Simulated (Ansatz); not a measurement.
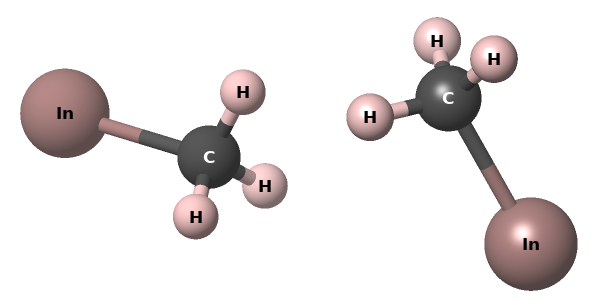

Two views of one molecule.

Computed geometry: PBE0-D4/def2-TZVP optimisation.

Which formula does it have?

CH3In, 5 atoms: 1 carbon, 3 hydrogen and 1 indium.

How many atoms are distinct by symmetry?

3: 1 In, 1 C, 3 H.

Which point group does it belong to?

C3v.

How many bonds of each kind are drawn?

3 C–H, 1 C–In. Sticks follow a distance rule.

More results for the same structure follow; atom numbers are the same in all pictures, views and colours differ.

Electronic properties

Method: RKS PBE0-D4/def2-TZVPP, core potentials on In (Ansatz 0.2.0).

Computed properties:

- HOMO energy (Kohn–Sham orbital): −5.38 eV
- LUMO energy (Kohn–Sham orbital): −1.43 eV
- HOMO–LUMO gap: 3.95 eV

Vibrations

Harmonic vibrations computed with RKS PBE0-D4/def2-TZVP, core potentials on In (Ansatz 0.2.0) at a stationary point of the same level.

How many vibrational modes are there, and where do they lie?

9 modes: 430, 483, 483, 1146, 1429, 1429, 3012, 3101, 3101 cm⁻¹.

Charges

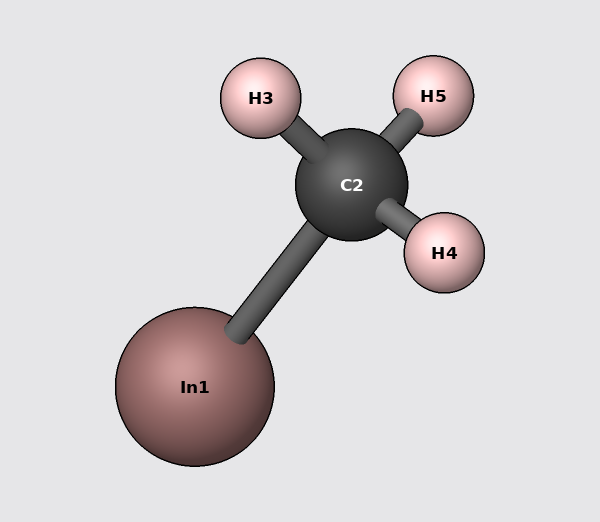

The questions are on Mulliken charges. Properties computed with RKS PBE0-D4/def2-TZVP, core potentials on In (Ansatz 0.2.0).

Give the Mulliken charges atom by atom.

```
atom  value (e)
 In1       0.37
  C2      −0.75
  H3       0.13
  H4       0.13
  H5       0.13
```

Mulliken values depend strongly on the basis set and can even reverse the polarity of a bond.
